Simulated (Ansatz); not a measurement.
# revPBE/STO-3G run of InH2F (SMILES [F][InH2])

Aim: the energy change on altering one bond length of InH2F at revPBE/STO-3G, from 2 runs. 

The calculation is run with Ansatz 0.2.0.

57 further runs of the same task are left out: 3 that didn't finish, 54 set aside as unsound or not needed.

**1. The molecule**

InH2F: 4 atoms, total charge 0, spin state singlet. As SMILES, `[F][InH2]`. The shape is that of a PBE0-D4/def2-TZVP optimisation.

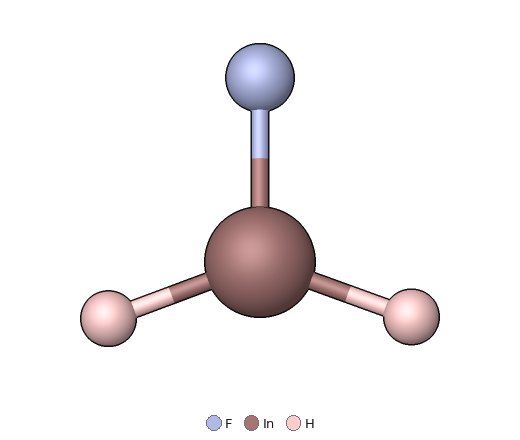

The structure, seen from a chosen angle (fluorine light blue, indium brown, hydrogen pink).

**2. The energy at revPBE/STO-3G**

File run.yaml:

```yaml
crystal:
  periodic: [false, false, false]
  atoms:
    - {symbol: F, position_ang: [-1.631800, -0.629400, 0.188600]}
    - {symbol: In, position_ang: [0.194400, 0.052300, -0.026300]}
    - {symbol: H, position_ang: [1.304300, -0.965100, 0.767900]}
    - {symbol: H, position_ang: [0.188600, 1.481900, -0.950400]}
basis:
  gaussian:
    orbitals: STO-3G
hamiltonian:
  xc: {name: revPBE}
accuracy: high
```

Command:

```bash
ansatz run run.yaml --threads 1 --pin off --max-ram 2610MiB --events-out events.jsonl --progress --plain --runs-dir runs
```

The log of the run:

```text
Warning: RAYON_NUM_THREADS=1 ignored (pool sized by the plan → 1); use --threads N
Functional definition: revPBE
  name "revPBE"
  parameter kappa = 1.245
  parameter beta = 0.06672455060314922
  exchange = pbe_x(kappa = kappa, mu = beta*pi^2/3)
  correlation = pbe_c(beta = beta)
622 factors; integrals over basis functions are off by at most 4.0e-9 eV
mean field evaluation 1: about -157389.3180 eV, gradient 2.9e1 eV
mean field evaluation 2: about -157350.9124 eV, gradient 1.1e2 eV
mean field evaluation 4: about -157392.7892 eV, gradient 5.5e0 eV
mean field evaluation 8: about -157392.8361 eV, gradient 1.3e-1 eV
mean field evaluation 16: about -157392.8361 eV, gradient 1.2e-7 eV
mean field -157392.83613580 eV, -5784.0800432944 hartree, gradient 3.6e-9 eV, S^2 0.000000; 0 other end points of the search recorded, 0 dependent functions left out
reference -157392.83613791 eV, -5784.0800433720 hartree; 30, 30 occupied and 4, 4 virtual orbitals, 622 factors
Total energy: -157392.83613791 eV, -5784.0800433720 hartree
```

Run time: 1.5 s. Hardware: 1 thread of Arm Neoverse V2, shared host; peak memory 0.099 GiB.

**3. The distorted shape, same level**

File input.yaml:

```yaml
crystal:
  periodic: [false, false, false]
  atoms:
    - {symbol: F, position_ang: [-2.088376, -0.799835, 0.242328]}
    - {symbol: In, position_ang: [0.194400, 0.052300, -0.026300]}
    - {symbol: H, position_ang: [1.304300, -0.965100, 0.767900]}
    - {symbol: H, position_ang: [0.188600, 1.481900, -0.950400]}
basis:
  gaussian: {orbitals: STO-3G}
hamiltonian: {xc: {name: revPBE}}
accuracy: high
```

Command:

```bash
ansatz run input.yaml --threads 1 --pin off --max-ram 2610MiB --events-out events.jsonl --progress --plain --runs-dir runs
```

The log of the run:

```text
Warning: RAYON_NUM_THREADS=1 ignored (pool sized by the plan → 1); use --threads N
Functional definition: revPBE
  name "revPBE"
  parameter kappa = 1.245
  parameter beta = 0.06672455060314922
  exchange = pbe_x(kappa = kappa, mu = beta*pi^2/3)
  correlation = pbe_c(beta = beta)
610 factors; integrals over basis functions are off by at most 3.9e-9 eV
mean field evaluation 1: about -157385.3221 eV, gradient 3.4e1 eV
mean field evaluation 2: about -157109.3826 eV, gradient 1.3e2 eV
mean field evaluation 4: about -157388.9987 eV, gradient 1.8e1 eV
mean field evaluation 8: about -157388.9376 eV, gradient 1.7e1 eV
mean field evaluation 16: about -157391.1360 eV, gradient 3.0e-8 eV
mean field -157391.13600581 eV, -5784.0175646699 hartree, gradient 6.6e-9 eV, S^2 0.000000; 0 other end points of the search recorded, 0 dependent functions left out
reference -157391.13600790 eV, -5784.0175647466 hartree; 30, 30 occupied and 4, 4 virtual orbitals, 610 factors
Total energy: -157391.13600790 eV, -5784.0175647466 hartree
```

Run time: 1.6 s. Hardware: 1 thread of Arm Neoverse V2, shared host; peak memory 0.099 GiB.

**4. Summary of results**

At revPBE/STO-3G:

```
                                                          quantity           value
                                         first shape: total energy  -5784.08004 Eh
                                     distorted shape: total energy  -5784.01756 Eh
energy change with the F1–In2 bond stretched from 1.961 to 2.451 Å        1.700 eV
```

In words: With the F1–In2 bond stretched from 1.961 to 2.451 Å the energy rises by 1.70 eV (164 kJ/mol). The first shape isn't relaxed at this level, so the change isn't measured from a minimum. The minimal basis adds a large error of its own. Relativity is left out (first shape) although the molecule holds a heavy atom. Relativity is left out (distorted shape) although the molecule holds a heavy atom.
